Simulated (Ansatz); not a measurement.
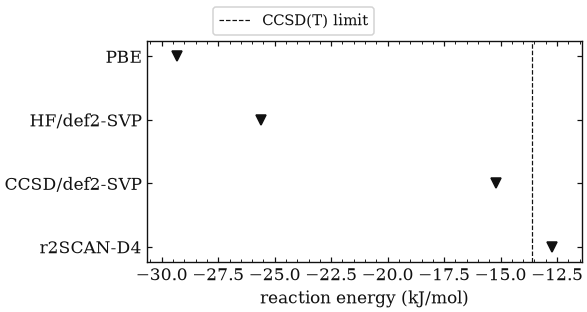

Electronic reaction energy of SnSiH₄ClF ([F][SnH]([SiH3])[Cl]) → SnClF ([F][Sn][Cl]) [singlet] + SiH₄ ([SiH4]) (SMILES in brackets) at several levels (functionals in def2-TZVPP unless a basis is named), isolated molecules at PBE0-D4 triple-zeta geometries, minima by their frequencies, no zero-point or thermal terms, the Ansatz code 0.2.0. The line is frozen-core CCSD(T) at the basis limit (MP2 extrapolated from triple and quadruple zeta, plus CCSD(T) less MP2 in a smaller set). No dispersion term is added to PBE. The distance of HF/def2-SVP and CCSD/def2-SVP to the limit includes basis error. Core potentials past Kr.

Which level comes closest to the line (CCSD(T) limit), and which misses most?

Closest r2SCAN-D4 (−12.7 kJ/mol), against −13.6 kJ/mol; farthest PBE (−29.3 kJ/mol).

Give the values.

| level | kJ/mol | less CCSD(T) limit |
| --- | --- | --- |
| PBE | −29.3 | −15.7 |
| HF/def2-SVP | −25.6 | −12.0 |
| CCSD/def2-SVP | −15.2 | −1.6 |
| r2SCAN-D4 | −12.7 | 0.9 |
| CCSD(T) limit | −13.6 | 0.0 |

Note: outer-core shells are correlated without core-valence functions, which makes the correlated values less sure; spin-orbit coupling is left out, and with Sn it can shift these values.
